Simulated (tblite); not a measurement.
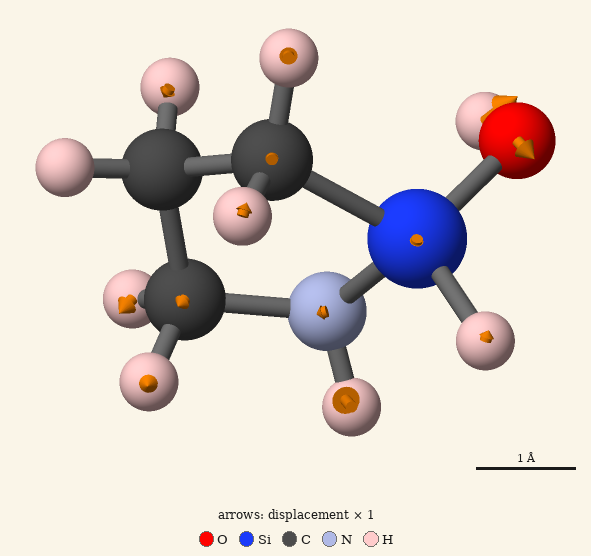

A relaxation of C3H9NOSi. The starting structure is drawn; orange arrows show the displacements, at their true length. The two geometries are superimposed by the best rigid fit.

A ball-and-stick model, seen from a free direction.

Computed with GFN2-xTB geometry optimisation, gas phase in tblite. 

> Atoms of which element are displaced furthest, and by how much?

Hydrogen: up to 0.53 Å, against 0.29 Å for oxygen.

> Describe the change and its energy.

The atom that moves furthest after the best rigid fit is an H atom (0.53 Å). By element the largest moves are H 0.53 Å, O 0.29 Å, C 0.13 Å, N 0.12 Å, Si 0.10 Å. Among the contacts that change: C–Si 1.870 → 1.903 Å, H–Si 1.487 → 1.457 Å, C–C 1.559 → 1.530 Å, O–Si 1.652 → 1.627 Å. Among the angles between lasting bonds that change: Si–N–H 109.9° → 123.9°, O–Si–H 114.1° → 100.4°, O–Si–N 102.9° → 112.6°. Groups turn about O–Si by about 30°. Over 75 geometry steps the energy falls by 29.0 kJ/mol. Cost: 0.39 s on 1 thread of Arm Neoverse V1, with other jobs on the host.
